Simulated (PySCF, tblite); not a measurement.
# C9H6F radical: geometry, infrared bands and EPR parameters

What infrared bands and EPR parameters should C9H6F radical (`C#C[C@@]12C=[C][C@@H](C=C1)[C@H]2F`) show?

Computed with tblite 0.8.0 and PySCF 2.14.0, with density-fitted response routines of our own, on a single molecule in the gas phase. Atoms count from 0, in the outputs and in this text.

## Step 1: The starting structure

16 atoms, charge 0, multiplicity 2; geometry from: force field or distance geometry start.

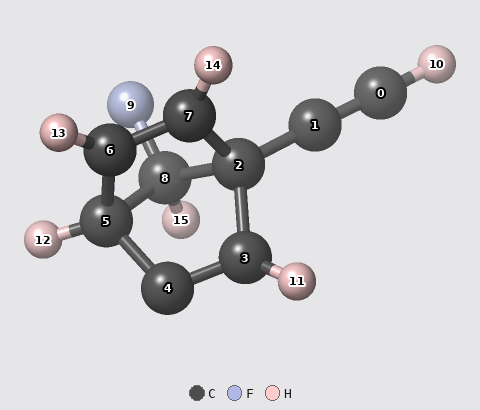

The starting geometry (carbon dark grey, fluorine light blue, hydrogen pink), atoms numbered.

## Step 2: Geometry optimisation with GFN2-xTB

What the job is given:

```
{"job": {"kind": "relax", "xc": "GFN2-xTB", "basis": "xTB"}, "charge": 0, "multiplicity": 2}
C      2.656800    -1.549400    -0.632200
C      1.664400    -0.920200    -0.327200
C      0.497800    -0.177500     0.064200
C      0.263900     0.021700     1.569700
C     -0.996600     0.347600     1.719000
C     -1.663600     0.376800     0.379300
C     -1.000600     1.523300    -0.405600
C      0.297100     1.184100    -0.603600
C     -0.881600    -0.810000    -0.264900
F     -1.142900    -0.925800    -1.587500
H      3.512500    -2.099400    -0.916000
H      1.045700     0.299800     2.266300
H     -2.748300     0.318000     0.328100
H     -1.487700     2.428500    -0.715100
H      1.042000     1.768100    -1.113300
H     -1.066500    -1.776800     0.227400
```

Started as:

```bash
$ OMP_NUM_THREADS=1 python probes_run.py task.json out
```

The driver reads the jobs from task.json and runs them one after another.

What it wrote:

```text
step      E/eV     max force
  0    -729.80550    1.956
  1    -729.83917    3.561
  2    -729.89970    1.757
  3    -729.93056    1.373
  4    -729.96004    0.527
  5    -729.98413    0.427
  6    -729.99705    0.441
  7    -730.00650    0.253
  8    -730.01405    0.304
  9    -730.02148    0.289
 10    -730.02792    0.199
 11    -730.03296    0.145
 12    -730.03610    0.124
 13    -730.03825    0.125
 14    -730.04027    0.121
 15    -730.04244    0.129
 16    -730.04460    0.114
 17    -730.04585    0.093
 18    -730.04667    0.089
 19    -730.04719    0.054
 20    -730.04747    0.043
 21    -730.04764    0.033
 22    -730.04777    0.033
 23    -730.04786    0.024
 24    -730.04792    0.019
 25    -730.04798    0.024
 26    -730.04806    0.034
 27    -730.04817    0.033
 28    -730.04827    0.023
 29    -730.04837    0.021
 30    -730.04847    0.025
 31    -730.04860    0.036
 32    -730.04878    0.039
 33    -730.04895    0.029
 34    -730.04907    0.022
 35    -730.04916    0.021
 36    -730.04923    0.022
 37    -730.04930    0.022
 38    -730.04934    0.016
 39    -730.04936    0.013
 40    -730.04938    0.013
 41    -730.04940    0.009
```

It took 0.24 s on 1 thread of Arm Neoverse V2, shared host.

Along the way: (not every step is listed)

| step | energy from step 0 (eV) | largest force (eV/Å) |
| --- | --- | --- |
| 0 | 0.0000 | 1.9564 |
| 1 | -0.0337 | 3.5614 |
| 2 | -0.0942 | 1.7571 |
| 3 | -0.1251 | 1.3734 |
| 4 | -0.1545 | 0.5266 |
| 5 | -0.1786 | 0.4266 |
| 6 | -0.1915 | 0.4414 |
| 7 | -0.2010 | 0.2529 |
| 8 | -0.2085 | 0.3041 |
| 10 | -0.2224 | 0.1994 |
| 12 | -0.2306 | 0.1236 |
| 14 | -0.2348 | 0.1207 |
| 16 | -0.2391 | 0.1145 |
| 18 | -0.2412 | 0.0894 |
| 20 | -0.2420 | 0.0425 |
| 22 | -0.2423 | 0.0326 |
| 24 | -0.2424 | 0.0185 |
| 26 | -0.2426 | 0.0341 |
| 28 | -0.2428 | 0.0234 |
| 30 | -0.2430 | 0.0246 |
| 32 | -0.2433 | 0.0390 |
| 34 | -0.2436 | 0.0221 |
| 36 | -0.2437 | 0.0216 |
| 37 | -0.2438 | 0.0220 |
| 38 | -0.2438 | 0.0161 |
| 39 | -0.2439 | 0.0132 |
| 40 | -0.2439 | 0.0134 |
| 41 | -0.2439 | 0.0088 |

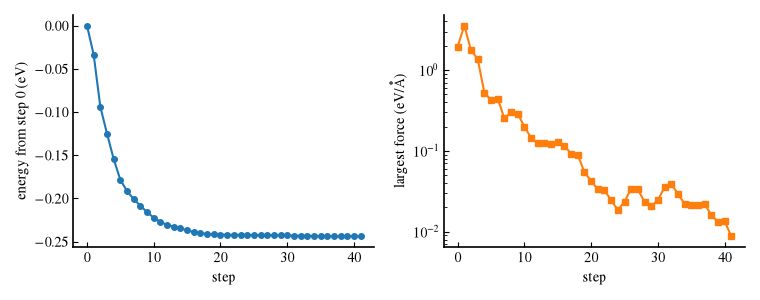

Energy and largest force along the relaxation.

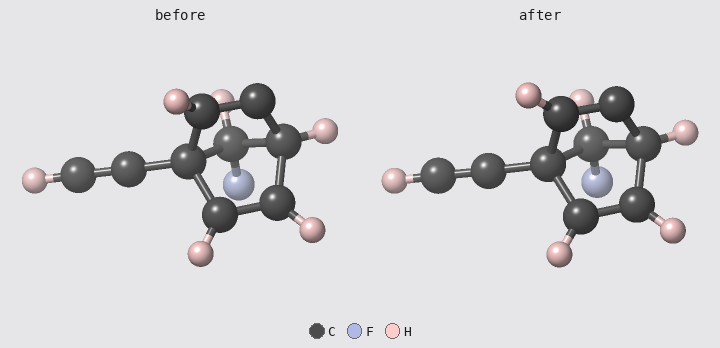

Before and after, at one scale.

Close pairs (by a distance rule), those that changed most:

| bond | before (Å) | after (Å) | change (Å) |
| --- | --- | --- | --- |
| C2–C3 | 1.537 | 1.572 | +0.036 |
| C6–C7 | 1.356 | 1.325 | -0.031 |
| C5–C6 | 1.540 | 1.520 | -0.019 |
| C0–C1 | 1.214 | 1.199 | -0.015 |
| C3–H11 | 1.083 | 1.069 | -0.014 |
| C8–F9 | 1.353 | 1.366 | +0.013 |
| C5–C8 | 1.560 | 1.548 | -0.012 |
| C1–C2 | 1.437 | 1.427 | -0.010 |

The next job starts from the end point, and lists it.

## Step 3: Harmonic vibrations with GFN2-xTB

What the job is given:

```
{"job": {"kind": "ir", "xc": "GFN2-xTB", "basis": "xTB"}, "charge": 0, "multiplicity": 2}
C      2.661213    -1.501243    -0.597713
C      1.666595    -0.885927    -0.331490
C      0.492715    -0.155168     0.021150
C      0.289386     0.078989     1.562646
C     -0.972489     0.386453     1.683904
C     -1.665045     0.410695     0.351272
C     -1.006565     1.532974    -0.434895
C      0.261981     1.203445    -0.630426
C     -0.897609    -0.795083    -0.243975
F     -1.166217    -1.019316    -1.564777
H      3.525272    -2.037261    -0.855685
H      1.089824    -0.009377     2.265634
H     -2.748379     0.371372     0.337780
H     -1.522088     2.426351    -0.726879
H      1.043242     1.743995    -1.127086
H     -1.059435    -1.741955     0.279129
```

What it wrote:

```text
mode    cm-1     km/mol
  1     114.7      0.47
  2     126.5      0.15
  3     216.5      3.01
  4     298.3      4.64
  5     374.5      1.50
  6     404.2      0.71
  7     439.2      2.28
  8     452.1      0.29
  9     482.4      2.59
 10     540.5      0.66
 11     579.6      2.83
 12     645.4     16.49
 13     663.5     26.35
 14     687.6     11.45
 15     743.7     26.14
 16     780.2     11.21
 17     791.9     16.72
 18     820.8      1.98
 19     825.7      8.17
 20     903.7     11.54
 21     929.6      4.69
 22     969.6      4.85
 23     993.3      8.70
 24    1045.5     22.68
 25    1062.8     19.56
 26    1065.4     38.22
 27    1097.2     26.29
 28    1144.3     27.11
 29    1167.9     12.50
 30    1196.8      5.04
 31    1214.3      1.30
 32    1281.0      1.30
 33    1308.3     26.31
 34    1631.4     23.91
 35    1673.7     10.43
 36    2257.7      5.40
 37    2950.9     49.19
 38    3049.6     25.13
 39    3154.1      7.13
 40    3170.4     22.05
 41    3192.3      7.52
 42    3395.9      7.23
```

It took 0.45 s on 1 thread of Arm Neoverse V2, shared host.

The strongest bands and the atoms that carry them (share of the mass-weighted mode):

| cm⁻¹ | km/mol | atoms |
| --- | --- | --- |
| 664 | 26.4 | H10 79 %, C0 10 % |
| 744 | 26.1 | H14 30 %, H11 22 %, C3 14 %, H13 14 % |
| 1065 | 38.2 | H14 36 %, H13 18 %, C8 17 %, C2 13 % |
| 1097 | 26.3 | H11 42 %, H12 17 %, C4 12 %, C8 12 % |
| 1144 | 27.1 | H15 34 %, C8 19 %, C5 14 % |
| 1308 | 26.3 | H15 77 %, C8 14 % |
| 2951 | 49.2 | H15 93 % |
| 3050 | 25.1 | H12 93 % |

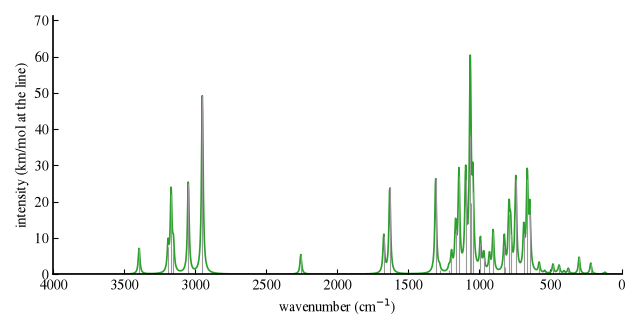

The infrared spectrum from these modes, unscaled. Lines are broadened to a width of 14 cm⁻¹ (Lorentzian).

## Step 4: g tensor and hyperfine couplings: B3LYP/pcH-1

Settings changed since step 3:

```diff
@@ -1,2 +1,2 @@
-{"job": {"kind": "ir", "xc": "GFN2-xTB", "basis": "xTB"}, "charge": 0, "multiplicity": 2}
+{"job": {"kind": "epr", "basis": "pcH-1"}, "charge": 0, "multiplicity": 2}
 C      2.661213    -1.501243    -0.597713
```

Method: UKS B3LYP, pcH-1 on C F H, non-relativistic, mean-field spin-orbit, GIAO.

What it wrote:

```text
UKS, coarse grid
  cycle   1  E = -446.10728942  |g| = 4.58e-01
  cycle   2  E = -446.06369754  |g| = 6.16e-01
  cycle   3  E = -446.18928744  |g| = 1.04e-01
  cycle   4  E = -446.19260157  |g| = 5.47e-02
  cycle   5  E = -446.19377148  |g| = 2.91e-02
  cycle   6  E = -446.19417785  |g| = 7.30e-03
  cycle   7  E = -446.19421649  |g| = 4.62e-03
  cycle   8  E = -446.19423547  |g| = 2.24e-03
  cycle   9  E = -446.19424428  |g| = 1.24e-03
  cycle  10  E = -446.19424748  |g| = 5.56e-04
UKS, final grid
  cycle   1  E = -446.19426120  |g| = 5.68e-04
  cycle   2  E = -446.19426125  |g| = 7.84e-04
  cycle   3  E = -446.19426157  |g| = 1.63e-04
  cycle   4  E = -446.19426162  |g| = 1.46e-04
  cycle   5  E = -446.19426167  |g| = 8.66e-05
  cycle   6  E = -446.19426167  |g| = 2.62e-05
E = -446.19426167 Eh   <S^2> = 0.7609 (exact 0.7500)
g shifts (ppm)      1          2          3
  rmc          -165       -165       -165
  gc             25         20        -30
  oz_so        -416         25       1061
  total        -557       -120        866
hyperfine (MHz)  atom isotope    a_iso     a_fc   dipolar eigenvalues
    0   13C       4.44       4.44     -3.42     -2.95      6.37
    1   13C      -0.87      -0.87     -3.22     -0.28      3.50
    2   13C      47.85      47.85     -8.60     -7.00     15.60
    3   13C      22.44      22.44    -22.50      1.05     21.44
    4   13C     447.43     447.43    -75.12    -52.07    127.20
    5   13C      31.22      31.22     -8.74     -6.67     15.41
    6   13C       4.47       4.47     -1.89     -0.91      2.79
    7   13C      -3.52      -3.52     -2.87     -0.76      3.64
    8   13C      23.33      23.33     -3.23     -1.22      4.45
    9   19F       4.95       4.95    -22.74    -15.88     38.62
   10    1H      -3.32      -3.32     -1.94     -0.45      2.39
   11    1H      41.92      41.92     -6.05     -4.40     10.45
   12    1H      23.31      23.31     -6.84     -5.86     12.70
   13    1H       1.34       1.34     -2.02     -1.74      3.76
   14    1H       0.65       0.65     -2.05     -1.10      3.15
   15    1H       0.10       0.10     -3.67     -2.47      6.14
```

Wall time 1.9 min (1 thread of Arm Neoverse V2, shared host); peak memory 1.1 GiB.

Principal g values 2.00176, 2.00220, 2.00319; g(iso) = 2.00238, against 2.00232 for a free electron.

Hyperfine couplings, nucleus by nucleus at this fixed geometry (no averaging over rotations):

| nuclei | isotope | a(iso) (MHz) | a(iso) (G, at g = 2.0023) | largest dipolar term (MHz) |
| --- | --- | --- | --- | --- |
| C4 | 13C | 447.4 | 159.7 | 127.2 |
| C2 | 13C | 47.8 | 17.1 | 15.6 |
| H11 | 1H | 41.9 | 15.0 | 10.4 |
| C5 | 13C | 31.2 | 11.1 | 15.4 |
| C8 | 13C | 23.3 | 8.3 | 4.4 |
| H12 | 1H | 23.3 | 8.3 | 12.7 |
| C3 | 13C | 22.4 | 8.0 | -22.5 |
| F9 | 19F | 4.9 | 1.8 | 38.6 |
| C6 | 13C | 4.5 | 1.6 | 2.8 |
| C0 | 13C | 4.4 | 1.6 | 6.4 |
| C7 | 13C | -3.5 | -1.3 | 3.6 |
| H10 | 1H | -3.3 | -1.2 | 2.4 |
| H13 | 1H | 1.3 | 0.5 | 3.8 |
| C1 | 13C | -0.9 | -0.3 | 3.5 |

Mulliken spin populations:

C0 0.05; C1 -0.02; C2 0.09; C3 -0.13; C4 0.96; C5 0.00; C6 0.00; C7 0.02; C8 0.02; F9 0.01; H10 0.00; H11 0.02; H12 0.01; H13 0.00; H14 0.00; H15 0.00

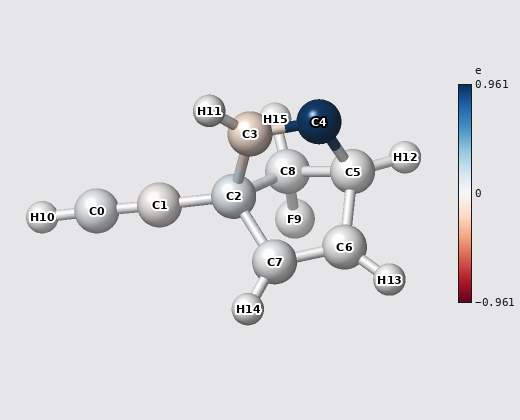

Mulliken spin populations, as colours on the atoms.

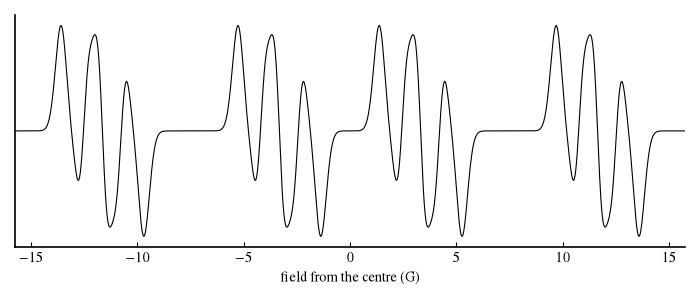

First-order isotropic spectrum (first derivative, main isotopes with spin only, couplings over 0.8 MHz, Gaussian width 0.3 G; couplings of the frozen geometry, rotation of groups not averaged beyond the rows shown).

The fields below are evaluated on a grid from the run's orbitals.

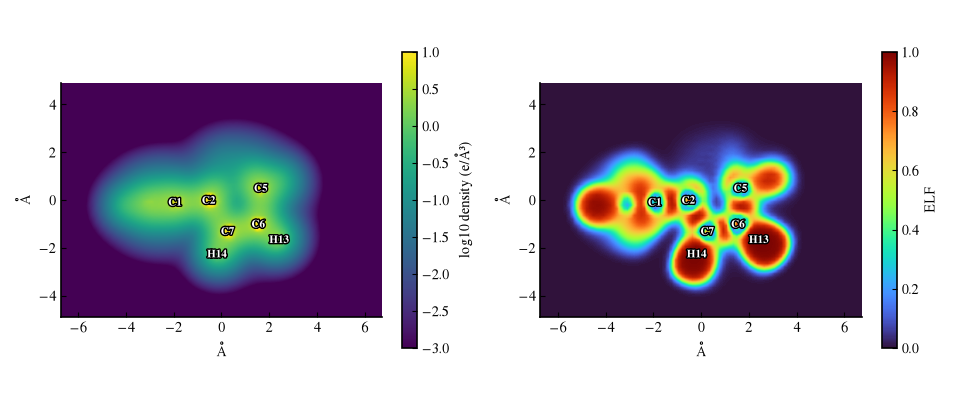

Density (left) and ELF (right) in a plane through or near 7 of the atoms.

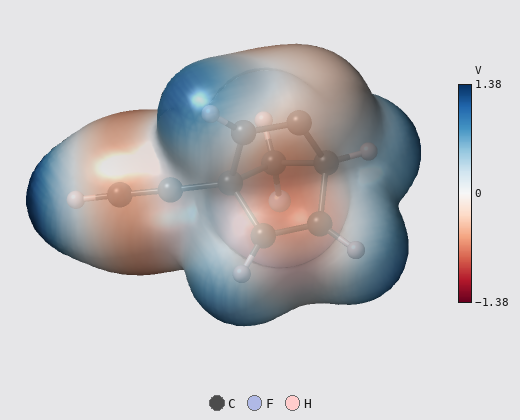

Electrostatic potential on the surface of density 0.002 e/bohr³; red is low, blue high. It runs from -1.06 V near F9 to 1.38 V near H10.

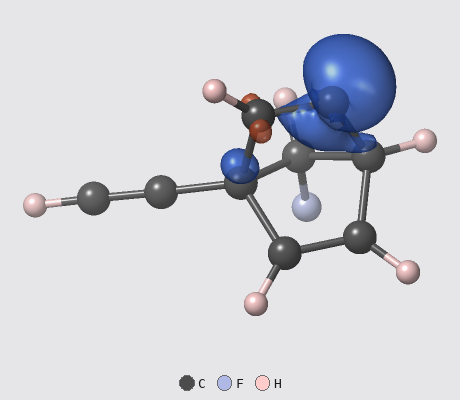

Spin density at ±0.07 e/Å³ (alpha excess blue, beta excess red).

## Step 5: Summary of results

| quantity | value |
| --- | --- |
| strongest single infrared mode (GFN2-xTB) | 2951 cm⁻¹, 49 km/mol |
| zero-point energy (GFN2-xTB) | 71.3 kcal/mol |
| g(iso) (B3LYP) | 2.00238 |
| ⟨S²⟩ | 0.761 (exact 0.75) |
| largest a(iso) | 13C on C4, 447.4 MHz |
| surface potential, least and greatest | -1.06 V and 1.38 V |

What this shows: Relaxing lowered the energy by 0.244 eV in 41 steps; the close pair that moved most is C2–C3, from 1.537 to 1.572 Å. All 42 modes are real, so the xTB geometry is a minimum. The strongest single mode, at 2951 cm⁻¹, moves mainly H15. GFN2-xTB is a fitted tight-binding method: band positions and strengths are rough. Its intensities can rank the bands wrongly. Most of the unpaired spin sits on C4 (0.96 e). The isotropic g lies 0.1 ppt above the free-electron value.
